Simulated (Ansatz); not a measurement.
# C₂H₅FO₂Si: basis-set convergence

Aim: see how fast density functionals converge with the basis set for C₂H₅FO₂Si.

Program: Ansatz 0.2.0, Gaussian basis. Level of theory: one geometry, several basis sets. These are calculated values, not measurements.

Levels to be run: PBE0-D4/def2-SVP; ωB97M-V/def2-SVP; PBE0-D4/def2-QZVPP; ωB97M-V/def2-QZVPP; the functionals' def2-TZVPP values are taken from earlier runs.

### 1 Structure used throughout

The geometry comes from an earlier relaxation with PBE0-D4 in a triple-zeta def2 set; it is a stationary point, not always the lowest conformer.

SMILES `C=C[Si](O)(O)F`, 11 atoms, charge 0, spin multiplicity 1.

Atoms are counted from 1 here; the program's logs count them from 0.

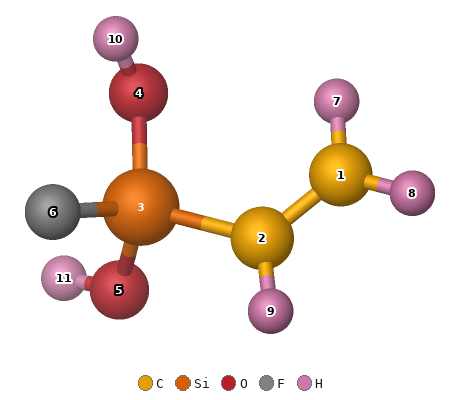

The geometry (carbon amber, silicon orange, oxygen red, fluorine grey, hydrogen pink); atoms are numbered from 1 in the order of the file.

### 2 PBE0-D4 in def2-SVP

The input, in.yaml:

```yaml
crystal:
  periodic: [false, false, false]
  atoms:
    - {symbol: C, position_ang: [0.388694, -0.501602, 1.809564]}
    - {symbol: C, position_ang: [-0.460303, 0.162107, 1.029894]}
    - {symbol: Si, position_ang: [-0.203404, 0.330679, -0.781081]}
    - {symbol: O, position_ang: [1.189447, -0.346308, -1.300837]}
    - {symbol: O, position_ang: [-1.456443, -0.361365, -1.546508]}
    - {symbol: F, position_ang: [-0.133079, 1.885942, -1.148861]}
    - {symbol: H, position_ang: [1.273336, -0.983941, 1.404034]}
    - {symbol: H, position_ang: [0.235796, -0.598183, 2.880642]}
    - {symbol: H, position_ang: [-1.335576, 0.620767, 1.485913]}
    - {symbol: H, position_ang: [1.972121, 0.205856, -1.314824]}
    - {symbol: H, position_ang: [-1.405189, -0.470952, -2.497236]}
basis:
  gaussian: {orbitals: def2-SVP}
hamiltonian: {xc: pbe0, dispersion: d4}
output: {orbitals: {seedname: orbitals}}
```

Started as:

```bash
> ansatz run in.yaml --threads 4 --pin off --events-out ev --progress --plain --max-ram 10444MiB
```

The log of the run:

```text
Functional definition: PBE0
  name "PBE0"
  cite "Adamo & Barone, J. Chem. Phys. 110, 6158 (1999) doi:10.1063/1.478522"
  cite "Perdew, Burke & Ernzerhof, Phys. Rev. Lett. 77, 3865 (1996) doi:10.1103/PhysRevLett.77.3865"
  parent pbe
  parameter a = 0.25
  parameter kappa = 0.804
  parameter beta = 0.06672455060314922
  exchange = (1 - a)*pbe_x(kappa = kappa, mu = beta*pi^2/3) + a*exact_x
  correlation = pbe_c(beta = beta)
1236 factors; their error is unknown
mean field evaluation 1: about -16815.6277 eV, gradient 7.3e1 eV
mean field evaluation 2: about -16810.2090 eV, gradient 9.2e1 eV
mean field evaluation 4: about -16825.5328 eV, gradient 2.2e0 eV
mean field evaluation 8: about -16825.5428 eV, gradient 6.8e-2 eV
mean field evaluation 16: about -16825.5976 eV, gradient 3.2e-5 eV
mean field -16825.59759670 eV, -618.3293068792 hartree, gradient 3.2e-5 eV, S^2 0.000000; 0 other end points of the search recorded, 0 dependent functions left out
reference -16825.59762180 eV, -618.3293078016 hartree; 28, 28 occupied and 85, 85 virtual orbitals, 1236 factors
Total energy: -16825.80377182 eV, -618.3368836750 hartree
```

Run time: 1.1 s. Hardware: 4 threads of Arm Neoverse V1, shared host.

### 3 ωB97M-V in def2-SVP

Changes to in.yaml since step 2:

```diff
@@ -16,3 +16,3 @@
   gaussian: {orbitals: def2-SVP}
-hamiltonian: {xc: pbe0, dispersion: d4}
+hamiltonian: {xc: {name: wB97M-V}}
 output: {orbitals: {seedname: orbitals}}
```

The command is unchanged.

The log of the run, shortened:

```text
Functional definition: wB97M-V
  name "wB97M-V"
  cite "Mardirossian & Head-Gordon, J. Chem. Phys. 144, 214110 (2016) doi:10.1063/1.4952647"
  cite "Becke, J. Chem. Phys. 107, 8554 (1997) doi:10.1063/1.475007"
  cite "Vydrov & Van Voorhis, J. Chem. Phys. 133, 244103 (2010) doi:10.1063/1.3521275"
  # Of w^i u^j: cxij and so on, Table III.
[...]
  gx(w, u) = 1 - cx + cx01*u + cx10*w
  gss(w, u) = css00 + css04*u^4 + css10*w + css20*w^2 + css43*w^4*u^3
  gos(w, u) = cos00 + cos10*w + (cos20 + cos21*u)*w^2 + (cos60 + cos61*u)*w^6
[...]
      + integral(e_c_pw_mod_opposite_spin*gos(b97_w_opposite, b97_u_opposite)) + vv10(b, c)
1236 factors; their error is unknown
298 factors; integrals over basis functions are off by at most 9.6e-6 eV
[...]
mean field -16835.07046771 eV, -618.6774284677 hartree, gradient 3.2e-5 eV, S^2 0.000000; 0 other end points of the search recorded, 0 dependent functions left out
reference -16835.07050778 eV, -618.6774299403 hartree; 28, 28 occupied and 85, 85 virtual orbitals, 1236 factors
Total energy: -16835.07050778 eV, -618.6774299403 hartree
```

Wall time 4.3 s (4 threads of Arm Neoverse V1, shared host).

### 4 PBE0-D4 in def2-QZVPP

Changes to in.yaml since step 3:

```diff
@@ -15,4 +15,4 @@
 basis:
-  gaussian: {orbitals: def2-SVP}
-hamiltonian: {xc: {name: wB97M-V}}
+  gaussian: {orbitals: "def2-QZVPP.json"}
+hamiltonian: {xc: pbe0, dispersion: d4}
 output: {orbitals: {seedname: orbitals}}
```

Same command.

The log of the run:

```text
Functional definition: PBE0
  name "PBE0"
  cite "Adamo & Barone, J. Chem. Phys. 110, 6158 (1999) doi:10.1063/1.478522"
  cite "Perdew, Burke & Ernzerhof, Phys. Rev. Lett. 77, 3865 (1996) doi:10.1103/PhysRevLett.77.3865"
  parent pbe
  parameter a = 0.25
  parameter kappa = 0.804
  parameter beta = 0.06672455060314922
  exchange = (1 - a)*pbe_x(kappa = kappa, mu = beta*pi^2/3) + a*exact_x
  correlation = pbe_c(beta = beta)
1580 factors; their error is unknown
mean field evaluation 1: about -16827.5783 eV, gradient 8.8e1 eV
mean field evaluation 2: about -16817.2334 eV, gradient 1.2e2 eV
mean field evaluation 4: about -16840.5376 eV, gradient 4.9e0 eV
mean field evaluation 8: about -16840.5882 eV, gradient 2.6e-1 eV
mean field evaluation 16: about -16840.5883 eV, gradient 2.6e-5 eV
mean field -16840.58830103 eV, -618.8802051020 hartree, gradient 2.6e-5 eV, S^2 0.000000; 0 other end points of the search recorded, 0 dependent functions left out
reference -16840.58833933 eV, -618.8802065097 hartree; 28, 28 occupied and 477, 477 virtual orbitals, 1580 factors
Total energy: -16840.79448935 eV, -618.8877823830 hartree
```

Run time: 9 s. Hardware: 4 threads of Arm Neoverse V1, shared host; peak memory 1.9 GiB.

### 5 ωB97M-V in def2-QZVPP

Changes to in.yaml since step 4:

```diff
@@ -16,3 +16,3 @@
   gaussian: {orbitals: "def2-QZVPP.json"}
-hamiltonian: {xc: pbe0, dispersion: d4}
+hamiltonian: {xc: {name: wB97M-V}}
 output: {orbitals: {seedname: orbitals}}
```

The command is unchanged.

The log of the run, shortened:

```text
Functional definition: wB97M-V
  name "wB97M-V"
  cite "Mardirossian & Head-Gordon, J. Chem. Phys. 144, 214110 (2016) doi:10.1063/1.4952647"
  cite "Becke, J. Chem. Phys. 107, 8554 (1997) doi:10.1063/1.475007"
  cite "Vydrov & Van Voorhis, J. Chem. Phys. 133, 244103 (2010) doi:10.1063/1.3521275"
  # Of w^i u^j: cxij and so on, Table III.
[...]
  gx(w, u) = 1 - cx + cx01*u + cx10*w
  gss(w, u) = css00 + css04*u^4 + css10*w + css20*w^2 + css43*w^4*u^3
  gos(w, u) = cos00 + cos10*w + (cos20 + cos21*u)*w^2 + (cos60 + cos61*u)*w^6
[...]
      + integral(e_c_pw_mod_opposite_spin*gos(b97_w_opposite, b97_u_opposite)) + vv10(b, c)
1560 factors; their error is unknown
379 factors; integrals over basis functions are off by at most 1.1e-5 eV
[...]
mean field -16850.29966657 eV, -619.2370912032 hartree, gradient 2.4e-5 eV, S^2 0.000000; 0 other end points of the search recorded, 0 dependent functions left out
reference -16850.29972744 eV, -619.2370934402 hartree; 28, 28 occupied and 477, 477 virtual orbitals, 1560 factors
Total energy: -16850.29972744 eV, -619.2370934402 hartree
```

Wall time 21 s (4 threads of Arm Neoverse V1, shared host); peak memory 2.2 GiB.

### 6 Density functionals: the series

The def2-TZVPP values come from earlier runs at the same geometry.

```csv
functional,basis,functions,energy (eV),from the largest (eV),HOMO (eV),LUMO (eV)
PBE0-D4,def2-SVP,113,-16825.8038,14.991,-8.18,-0.34
PBE0-D4,def2-TZVPP,267,-16839.9980,0.797,-8.28,-0.58
PBE0-D4,def2-QZVPP,505,-16840.7945,0.000,-8.31,-0.64
ωB97M-V,def2-SVP,113,-16835.0705,15.229,-10.45,1.90
ωB97M-V,def2-TZVPP,267,-16849.5517,0.748,-10.56,1.56
ωB97M-V,def2-QZVPP,505,-16850.2997,0.000,-10.59,1.37
```

### 7 What came out

| quantity | value |
| --- | --- |
| PBE0-D4: double and triple zeta above quadruple | 14.99, 0.80 eV |
| ωB97M-V: double and triple zeta above quadruple | 15.23, 0.75 eV |

**Reading.** For PBE0-D4 the step from double to triple zeta gains 14.19 eV and the next only 0.80 eV. These are total energies; as a rule much of such shifts cancels in differences, which this series doesn't test. The LUMO of ωB97M-V is positive and keeps falling with the basis (1.90 to 1.37 eV): an unbound level that the basis holds in place.

For PBE0-D4 the largest set took about 8 times as long as the smallest (9 s against 1.1 s).
